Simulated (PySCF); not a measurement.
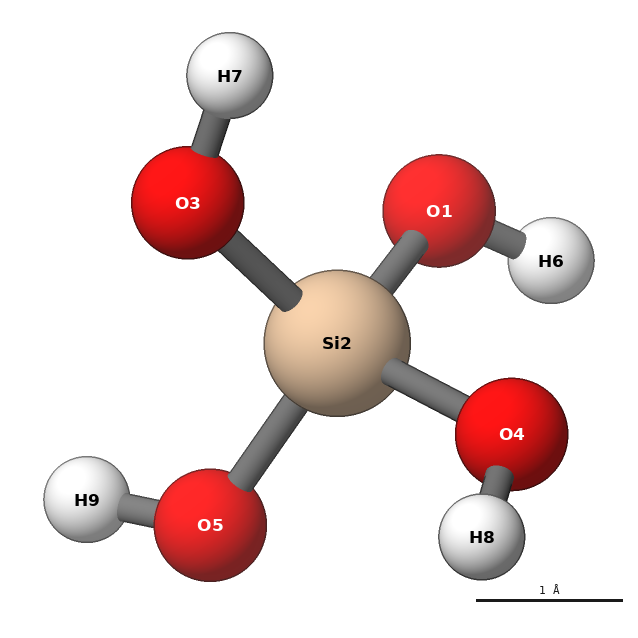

The atoms are numbered. The computed structure is the end point of a GFN2-xTB optimisation. No frequency run is at hand to confirm it as a minimum.

Estimate the angles O1–Si2–O3, Si2–O1–H6.

| angle | degrees |
| --- | --- |
| O1–Si2–O3 | 106.7 |
| Si2–O1–H6 | 118.4 |
